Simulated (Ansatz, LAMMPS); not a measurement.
# Structural relaxation of a frame of liquid K(F,Br) from 1200 K (94 atoms)

Wanted: the relaxed structure of a frame of liquid K(F,Br) from 1200 K (94 atoms) and its electronic structure.

Program: Ansatz 0.2.0. Level of theory: Kohn-Sham DFT, PBE, PAW (set soft_2), plane waves. Results are calculated unless marked as measured.

### 1. Set-up

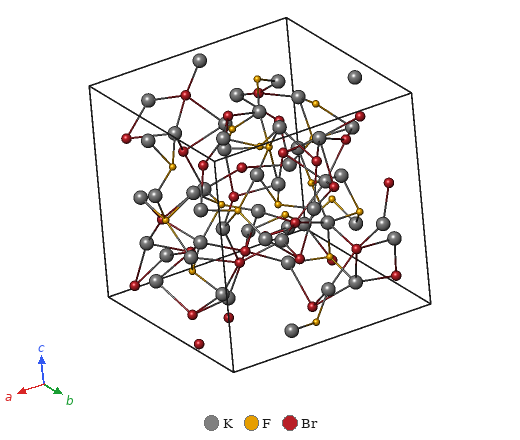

The starting structure, seen from a free direction (potassium grey, fluorine orange, bromine red). Bonds to atoms that aren't drawn are left out. Some periodic images of atoms are drawn too.

The cell holds 94 atoms: 47 K, 18 F and 29 Br. Cell: a = 15.650 Å, b = 15.650 Å, c = 15.650 Å, α = 90.0°, β = 90.0°, γ = 90.0°. 94 atoms (47 K, 18 F, 29 Br) placed at random at 1.95 g/cm³, melted at 1800 K for 10 ps at fixed volume with the Lennard-Jones and Coulomb ion parameters for SPC/E (Joung and Cheatham, J. Phys. Chem. B 112, 9020 (2008)), full charges. Snapshot at the end of a hold of 20 ps at 1200 K and fixed volume.

Before any run, some limits are plain. The starting topology of bonds comes from the classical model. The ion parameters were fitted for water, not for melts, so the starting structure of this cell may lie well off the real melt's. Only the Γ point is sampled, in a cell whose shortest periodic width is 16 Å.

### 2. Single point at the start

The forces at the start show how far the geometry lies from a minimum of this functional.

File input.yaml:

```yaml
crystal:
  lattice:
    - [15.6503, 0.0, 0.0]
    - [0.0, 15.6503, 0.0]
    - [0.0, 0.0, 15.6503]
  atoms:
    - { symbol: K, position: [0.22845, 0.58451, 0.31129] }
    - { symbol: K, position: [0.08694, 0.00422, 0.03656] }
    - { symbol: K, position: [0.84609, 0.1005, 0.24081] }
    - { symbol: K, position: [0.57217, 0.77369, 0.4058] }
    [... 84 atom lines left out ...]
    - { symbol: Br, position: [0.08789, 0.35161, 0.00427] }
    - { symbol: Br, position: [0.27423, 0.12522, 0.09696] }
    - { symbol: Br, position: [0.19657, 0.88519, 0.91148] }
    - { symbol: Br, position: [0.4247, 0.64618, 0.39654] }
    - { symbol: Br, position: [0.00695, 0.752, 0.48746] }
    - { symbol: Br, position: [0.46429, 0.94362, 0.80716] }
kpoints:
  mp_grid: { grid: [1, 1, 1] }
hamiltonian:
  xc: pbe
scf:
  occupations: { method: gaussian, width: 0.025 }
output:
  forces: true
  stress: true
  populations: true
  dos:
    method: { smearing: { sigma: 0.08 } }
    de: 0.1
    projected: { site_lists: { Br: [Br], F: [F], K: [K] } }
  eigenvalues: true
```

Run with:

```bash
$ ansatz run input.yaml --threads 4 --pin off --max-ram 8192MiB --backend cpu --events-out ev --progress --plain --runs-dir out
```

The job ended after 96 s (4 threads of Arm Neoverse V1, shared host; peak memory 4.7 GiB).

Read from the output:

| Item | Value |
| --- | --- |
| free energy | -167667.7264 eV |
| free energy per atom | -1783.6992 eV/atom |
| SCF cycles | 10 |
| pressure | -0.5737 GPa |
| r.m.s. force component | 0.2988 eV/Å |
| longest force | 1.2 eV/Å |
| Fermi energy | 1.824 eV |
| gap (highest filled to lowest empty level) | 2.703 eV |
| spilling of the projection | 0.004303 |

The r.m.s. force component of 0.30 eV/Å and the pressure of -0.57 GPa set the starting point.

Length of the force by element:

| element | coordination | atoms | mean length of the force (eV/Å) | spread | least | most |
| --- | --- | --- | --- | --- | --- | --- |
| Br | all | 29 | 0.412 | 0.239 | 0.0577 | 1.20 |
| F | all | 18 | 0.460 | 0.141 | 0.250 | 0.706 |
| K | all | 47 | 0.507 | 0.224 | 0.124 | 1.06 |

### 3. Cell and atoms relaxed

The cell is relaxed with the atoms, since the starting lattice needn't suit this functional.

input.yaml, the sections that differ from step 2:

```yaml
output:
  forces: true
relax:
  f_tol: 0.05
  max_steps: 95
  cell: {}
# crystal, kpoints, hamiltonian, scf: as in step 2
```

Elapsed: 27 min, on 4 threads; peak memory 4.6 GiB.

The steps of the relaxation (22 of 31):

| step | energy less that of the first step (eV) | largest force component (eV/Å) | pressure (GPa) | volume (Å³) |
| --- | --- | --- | --- | --- |
| 1 | 0.0000 | 0.9464 | -0.57 | 3833.26 |
| 2 | -3.8242 | 0.4862 | -0.42 | 3713.52 |
| 4 | -7.7495 | 0.3495 | 0.01 | 3508.09 |
| 5 | -8.7378 | 0.2120 | 0.02 | 3471.26 |
| 7 | -10.0401 | 0.1331 | 0.00 | 3431.44 |
| 8 | -10.5195 | 0.1867 | -0.02 | 3419.57 |
| 10 | -11.0676 | 0.1191 | 0.02 | 3402.59 |
| 11 | -11.3115 | 0.1529 | 0.02 | 3402.99 |
| 12 | -11.5004 | 0.0847 | 0.01 | 3399.94 |
| 14 | -11.7469 | 0.0759 | 0.00 | 3397.77 |
| 15 | -11.8606 | 0.0630 | -0.01 | 3393.53 |
| 17 | -12.1079 | 0.0806 | 0.00 | 3379.80 |
| 18 | -12.2252 | 0.0789 | 0.00 | 3371.97 |
| 20 | -12.3998 | 0.0414 | 0.02 | 3358.94 |
| 21 | -12.4410 | 0.0605 | 0.02 | 3357.71 |
| 22 | -12.4575 | 0.0846 | 0.01 | 3360.42 |
| 24 | -12.5146 | 0.0521 | 0.02 | 3354.62 |
| 25 | -12.5271 | 0.0499 | 0.02 | 3356.38 |
| 27 | -12.5524 | 0.0428 | -0.01 | 3365.36 |
| 28 | -12.4861 | 0.0429 | -0.05 | 3365.36 |
| 30 | -12.5248 | 0.0474 | 0.02 | 3346.47 |
| 31 | -12.5172 | 0.0474 | 0.02 | 3346.47 |

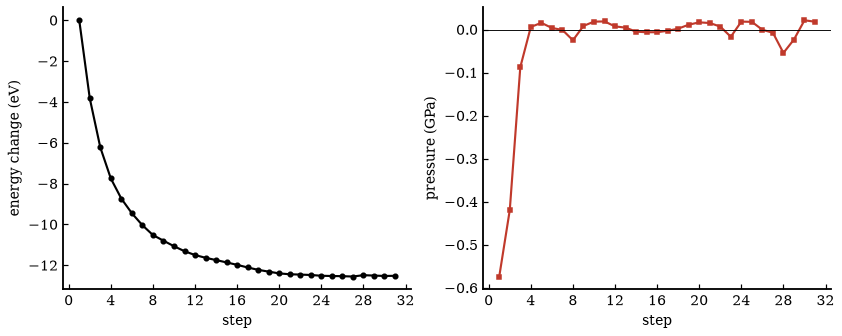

Energy and pressure along the relaxation.

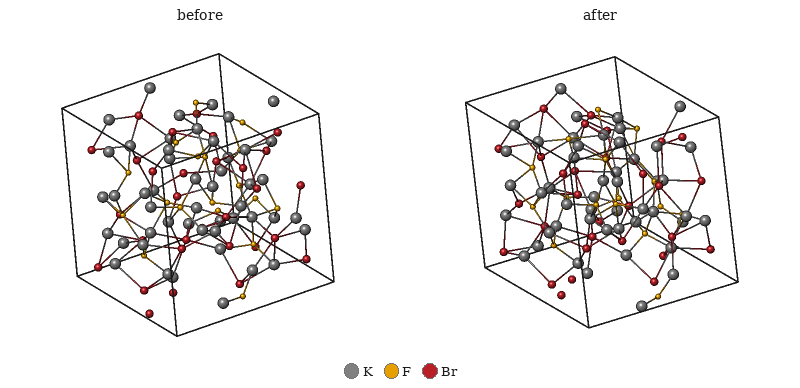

Before and after, at one scale. Bonds to atoms that aren't drawn are left out.

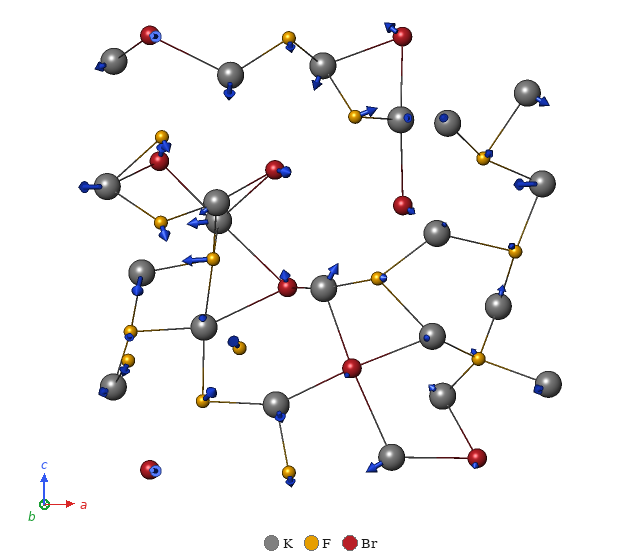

Displacements in the relaxation, scaled, measured against the changing cell; the longest in the cell stands for 1.83 Å. Drawn is a slice 6 Å thick, seen along the normal of the ac plane. Bonds to atoms that aren't drawn are left out.

| cell as run | before | after | change |
| --- | --- | --- | --- |
| a (Å) | 15.650 | 14.459 | -7.6 % |
| b (Å) | 15.650 | 15.220 | -2.8 % |
| c (Å) | 15.650 | 15.291 | -2.3 % |
| α (°) | 90.00 | 93.03 | +3.4 % |
| β (°) | 90.00 | 88.51 | -1.7 % |
| γ (°) | 90.00 | 95.07 | +5.6 % |
| volume (Å³/atom) | 40.78 | 35.60 | -12.7 % |

The atoms that moved most (Å, as changes of fractional coordinates times the final cell):

| atom | dx | dy | dz | length |
| --- | --- | --- | --- | --- |
| K44 | -0.326 | -1.641 | -0.753 | 1.834 |
| K36 | -1.024 | 1.493 | -0.152 | 1.817 |
| K17 | -0.270 | -1.424 | 0.848 | 1.679 |
| Br68 | 1.239 | 0.277 | 1.042 | 1.642 |
| Br89 | 0.427 | 1.539 | -0.202 | 1.610 |
| Br83 | 0.145 | -1.495 | -0.463 | 1.572 |
| K5 | 0.965 | 1.060 | 0.270 | 1.459 |
| K13 | -0.642 | 1.265 | 0.007 | 1.419 |

The relaxation changed the energy by -133 meV/atom, and atoms moved by 0.91 Å r.m.s., 1.8 Å at most.

### 4. Local order after relaxation

Bonds before and after, by the cutoffs listed below:

| pair | bonds before | bonds after | mean before (Å) | mean after (Å) | spread before (Å) | spread after (Å) |
| --- | --- | --- | --- | --- | --- | --- |
| K-Br | 135 | 167 | 3.408 | 3.391 | 0.301 | 0.171 |
| K-F | 65 | 80 | 2.729 | 2.628 | 0.171 | 0.122 |

Density 2.23 g/cm³, 35.60 Å³ an atom.

g(r), total and by pair (bins of 0.2 Å):

| r (Å) | total | K-K | K-Br | K-F | Br-Br | Br-F | F-F |
| --- | --- | --- | --- | --- | --- | --- | --- |
| 2.40 | 0.34 | 0.00 | 0.00 | 1.80 | 0.00 | 0.00 | 0.00 |
| 2.60 | 2.65 | 0.00 | 0.00 | 13.85 | 0.00 | 0.00 | 0.00 |
| 2.80 | 0.42 | 0.00 | 0.00 | 2.21 | 0.00 | 0.00 | 0.00 |
| 3.00 | 0.10 | 0.00 | 0.00 | 0.52 | 0.00 | 0.00 | 0.00 |
| 3.20 | 1.62 | 0.11 | 4.98 | 0.15 | 0.00 | 0.00 | 0.77 |
| 3.40 | 2.36 | 0.70 | 6.74 | 0.00 | 0.00 | 0.21 | 2.12 |
| 3.60 | 1.08 | 0.94 | 1.91 | 0.13 | 0.00 | 0.58 | 4.40 |
| 3.80 | 0.96 | 2.02 | 0.48 | 0.32 | 0.00 | 1.41 | 2.25 |
| 4.00 | 1.19 | 2.49 | 0.18 | 0.40 | 0.39 | 2.23 | 3.54 |
| 4.20 | 1.01 | 1.58 | 0.28 | 0.27 | 0.90 | 3.20 | 0.47 |
| 4.40 | 1.03 | 1.19 | 0.25 | 0.41 | 2.62 | 2.39 | 1.31 |
| 4.60 | 1.08 | 1.26 | 0.41 | 0.45 | 3.12 | 1.57 | 1.94 |
| 4.80 | 0.94 | 1.52 | 0.38 | 0.68 | 1.80 | 1.10 | 0.35 |
| 5.00 | 0.68 | 0.96 | 0.24 | 0.69 | 1.40 | 0.41 | 1.32 |
| 5.20 | 0.70 | 0.80 | 0.43 | 1.04 | 0.70 | 0.66 | 0.62 |
| 5.40 | 0.93 | 0.91 | 0.74 | 0.97 | 1.65 | 0.96 | 0.56 |
| 5.60 | 0.83 | 0.69 | 0.62 | 1.15 | 1.00 | 1.06 | 0.80 |
| 5.80 | 1.06 | 0.86 | 0.90 | 1.59 | 0.96 | 1.35 | 0.50 |
| 6.00 | 1.27 | 0.73 | 1.32 | 2.31 | 0.97 | 0.92 | 0.69 |
| 6.20 | 1.04 | 1.28 | 1.32 | 0.94 | 0.82 | 0.40 | 0.21 |
| 6.40 | 1.21 | 1.18 | 1.60 | 1.31 | 0.92 | 0.44 | 0.80 |
| 6.60 | 1.04 | 0.94 | 1.48 | 0.90 | 1.09 | 0.41 | 0.57 |
| 6.80 | 0.79 | 0.63 | 0.95 | 0.99 | 0.82 | 0.49 | 0.35 |
| 7.00 | 0.89 | 0.59 | 1.31 | 1.03 | 0.45 | 0.62 | 0.49 |

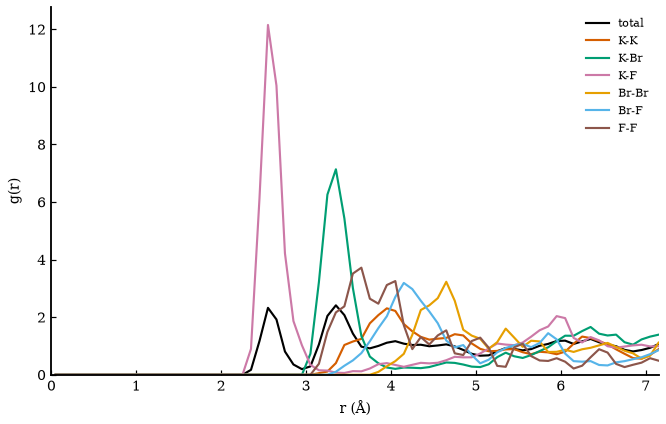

Pair distribution functions, lightly smoothed.

Bonds by pair of elements; cutoffs follow the first minimum of g(r), held within bounds set by covalent radii, and pairs that aren't listed don't count as bonded:

| pair A-B | cutoff (Å) | bonds | mean length (Å) | spread (Å) | shortest (Å) | B about A | A about B |
| --- | --- | --- | --- | --- | --- | --- | --- |
| K-Br | 4.08 | 167 | 3.39 | 0.171 | 3.12 | 3.55 | 5.76 |
| K-F | 3.18 | 80 | 2.63 | 0.122 | 2.47 | 1.70 | 4.44 |

How many atoms have how many bonded neighbours:

| element | mean | 3 | 4 | 5 | 6 | 7 |
| --- | --- | --- | --- | --- | --- | --- |
| Br | 5.76 | 0 | 0 | 11 | 14 | 4 |
| F | 4.44 | 1 | 8 | 9 | 0 | 0 |
| K | 5.25 | 0 | 6 | 23 | 18 | 0 |

Bond angles (no mean is given where the spread exceeds 20°):

| angle | count | mean (°) | spread (°) |
| --- | --- | --- | --- |
| K-Br-K | 404 | - | - |
| Br-K-F | 245 | - | - |
| Br-K-Br | 236 | - | - |
| K-F-K | 141 | - | - |
| F-K-F | 55 | - | - |

Bond length by coordination (bonds to H left out):

| element | coordination | atoms | mean bond length (Å) |
| --- | --- | --- | --- |
| Br | 5 | 11 | 3.35 |
| Br | 6 | 14 | 3.38 |
| Br | 7 | 4 | 3.51 |
| F | 3 | 1 | 2.52 |
| F | 4 | 8 | 2.58 |
| F | 5 | 9 | 2.67 |
| K | 4 | 6 | 3.19 |
| K | 5 | 23 | 3.12 |
| K | 6 | 18 | 3.15 |

First main peaks of g(r), for some of the pairs, lie near 4.0 Å (K-K), 3.3 Å (K-Br), 2.6 Å (K-F), 4.6 Å (Br-Br), 4.1 Å (Br-F) and 3.6 Å (F-F). Counting bonds as in the table, 48 % of Br atoms have 6, 50 % of F atoms have 5 and 49 % of K atoms have 5 bonded neighbours.

### 5. Single point at the relaxed geometry

The electronic structure is read at the final geometry, in a run of its own.

File input.yaml:

```yaml
crystal:
  lattice:
    - [14.44349, -0.65305, 0.18455]
    - [-0.65305, 15.20044, -0.39948]
    - [0.18455, -0.39948, 15.2847]
  atoms:
    - { symbol: K, position: [0.22349, 0.56565, 0.3304] }
    - { symbol: K, position: [0.09914, 0.99674, 0.09322] }
    - { symbol: K, position: [0.849, 0.03789, 0.28914] }
    - { symbol: K, position: [0.5829, 0.76446, 0.39955] }
    [... 84 atom lines left out ...]
    - { symbol: Br, position: [0.12221, 0.45403, 0.99333] }
    - { symbol: Br, position: [0.29438, 0.11225, 0.12341] }
    - { symbol: Br, position: [0.20585, 0.92958, 0.91017] }
    - { symbol: Br, position: [0.41187, 0.62224, 0.43772] }
    - { symbol: Br, position: [0.00018, 0.74395, 0.51957] }
    - { symbol: Br, position: [0.50078, 0.95031, 0.77648] }
kpoints:
  mp_grid: { grid: [1, 1, 1] }
hamiltonian:
  xc: pbe
scf:
  occupations: { method: gaussian, width: 0.025 }
output:
  forces: true
  stress: true
  populations: intrinsic
  dos:
    method: { smearing: { sigma: 0.08 } }
    de: 0.1
    projected: { site_lists: { Br: [Br], F: [F], K: [K] } }
  eigenvalues: true
  write_density: true
  write_potential: true
  volumetric_format: npy
  elf: true
```

Wall time 81 s (4 threads); peak memory 4.2 GiB.

The program notes that the exchange-correlation potential is rough where the density is thin.

Numbers from this run:

- free energy: -167680.2436 eV
- free energy per atom: -1783.8324 eV/atom
- SCF cycles: 9
- pressure: 0.01812 GPa
- r.m.s. force component: 0.01147 eV/Å
- longest force: 0.05208 eV/Å
- Fermi energy: 2.354 eV
- gap (highest filled to lowest empty level): 3.927 eV

Intrinsic-atomic-orbital charges by element and coordination:

| element | coordination | atoms | mean charge (e) | spread | least | most |
| --- | --- | --- | --- | --- | --- | --- |
| Br | all | 29 | -0.732 | 0.0107 | -0.755 | -0.717 |
| Br | 5 | 11 | -0.743 | 0.0072 | -0.755 | -0.728 |
| Br | 6 | 14 | -0.726 | 0.0052 | -0.736 | -0.717 |
| Br | 7 | 4 | -0.723 | 0.0063 | -0.733 | -0.717 |
| F | all | 18 | -0.882 | 0.005 | -0.892 | -0.872 |
| F | 3 | 1 | -0.892 | 0 | -0.892 | -0.892 |
| F | 4 | 8 | -0.884 | 0.0051 | -0.890 | -0.872 |
| F | 5 | 9 | -0.879 | 0.0024 | -0.883 | -0.875 |
| K | all | 47 | 0.790 | 0.0254 | 0.742 | 0.848 |
| K | 4 | 6 | 0.790 | 0.0214 | 0.755 | 0.810 |
| K | 5 | 23 | 0.793 | 0.0291 | 0.742 | 0.848 |
| K | 6 | 18 | 0.785 | 0.0203 | 0.756 | 0.822 |

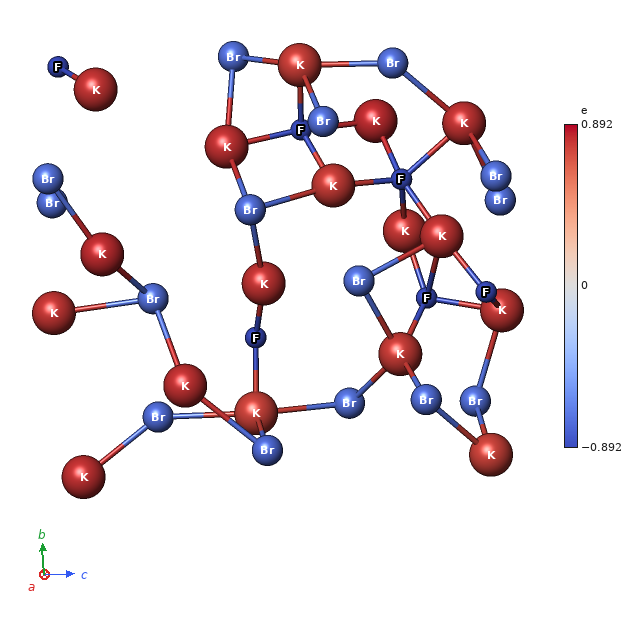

Atoms coloured by intrinsic-atomic-orbital charge. Drawn is a slice 6 Å thick, seen along the normal of the bc plane. Bonds to atoms that aren't drawn are left out.

Density of states as counts of states in windows of 1 eV (from the Fermi level), total and the larger projections:

| from (eV) | to (eV) | total | Br p | F p | K s | K p |
| --- | --- | --- | --- | --- | --- | --- |
| -14 | -13 | 242.9 | 0.6 | 0.6 | 0.5 | 230.2 |
| -13 | -12 | 37.7 | 0.0 | 0.2 | 0.1 | 36.9 |
| -12 | -4 | 0.0 | 0.0 | 0.0 | 0.0 | 0.0 |
| -4 | -3 | 90.4 | 7.3 | 78.9 | 2.2 | 0.7 |
| -3 | -2 | 183.0 | 151.1 | 25.3 | 3.9 | 0.9 |
| -2 | -1 | 8.6 | 8.3 | 0.1 | 0.0 | 0.0 |
| -1 | 1 | 0.0 | 0.0 | 0.0 | 0.0 | 0.0 |
| 1 | 2 | 0.9 | 0.0 | 0.0 | 0.7 | 0.0 |
| 2 | 3 | 5.1 | 0.2 | 0.0 | 3.9 | 0.0 |
| 3 | 4 | 27.6 | 1.4 | 0.2 | 18.6 | 0.2 |
| 4 | 5 | 61.1 | 1.3 | 0.4 | 22.0 | 0.1 |

The curve was stored every 0.10 eV, coarse against its broadening of 0.08 eV, so these counts are rough.

Between -26 and -14 eV lie 95 more states.

The stored curve holds about 658 of the 752 electrons; the rest, give or take the few that broadening carries across the Fermi level, lie in deeper levels below its range.

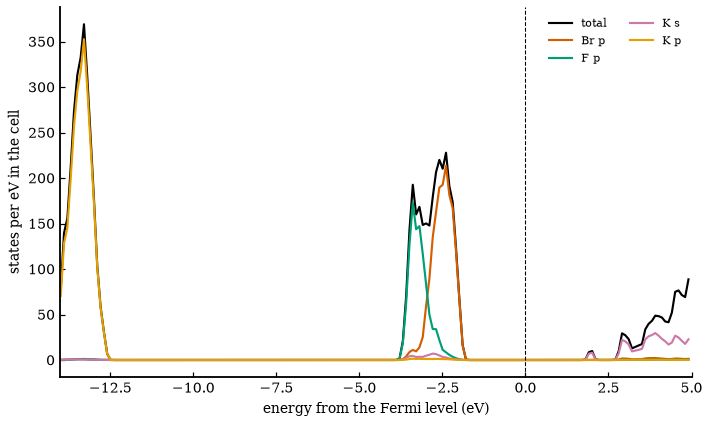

Total and projected density of states, with the broadening of the input.

The levels nearest the highest filled one (over half full), pooled over k-points and spins:

| level less the highest filled one (eV) | occupation |
| --- | --- |
| -0.116 | 2 |
| -0.0879 | 2 |
| -0.0595 | 2 |
| -0.0441 | 2 |
| -0.0154 | 2 |
| 0 | 2 |
| 3.93 | 0 |
| 4.83 | 0 |
| 4.90 | 0 |
| 4.94 | 0 |
| 5.04 | 0 |
| 5.11 | 0 |

Mean intrinsic-atomic-orbital charges: Br -0.73, F -0.88, K +0.79 e. The largest share in the top eV of filled states is Br p (88 % of the projected weight), and in the lowest eV of empty states K s (84 % of the projected weight).

### 6. Outcome

- energy change in the relaxation: -133.2 meV/atom
- r.m.s. displacement: 0.905 Å
- largest displacement: 1.834 Å
- free energy per atom: -1783.8324 eV/atom
- pressure: 0.01812 GPa
- r.m.s. force component: 0.01147 eV/Å
- gap (highest filled to lowest empty level): 3.927 eV
- wall time of the 3 DFT runs: 30 min

What this shows: Relaxation lowers the energy by 133 meV/atom and moves atoms by 0.91 Å r.m.s.; the r.m.s. force component goes from 0.30 to 0.011 eV/Å, the pressure goes from -0.57 to 0.018 GPa, and the gap from 2.70 to 3.93 eV. Displacements are taken in the final cell, so they leave out its strain. By the final cutoffs 13 of 200 bonded pairs parted and 60 joined. The cell shrank by 12.7 % in volume. From the first step to the last the energy fell by 12.517 eV, and the largest move was 1.83 Å (K44, with 1 other atom within 2 % of it). The K-F bonds change most in mean length: from 2.729 Å (spread 0.171) to 2.628 Å (spread 0.122), and their number from 65 to 80. Counting bonds as in the table, 48 % of Br atoms have 6, 50 % of F atoms have 5 and 49 % of K atoms have 5 bonded neighbours. Between filled and empty levels lie 3.93 eV (at Γ alone); a semilocal functional tends to put such gaps too low. In a disordered cell it changes from sample to sample and from frame to frame.

What to keep in mind: The starting topology of bonds comes from the classical model; in DFT 13 of its 200 bonded pairs passed out of the cutoffs and 60 came within them.

[Logs are printed without paths, hosts, clocks, repeated set-up lines and the standing remarks that a program may print on its own settings, such as how far it seeks lower states.]

[Hosts, paths, dates, database ids (printed as entryN), source tags and the programs' standing remarks are cut or masked in the printed files.]
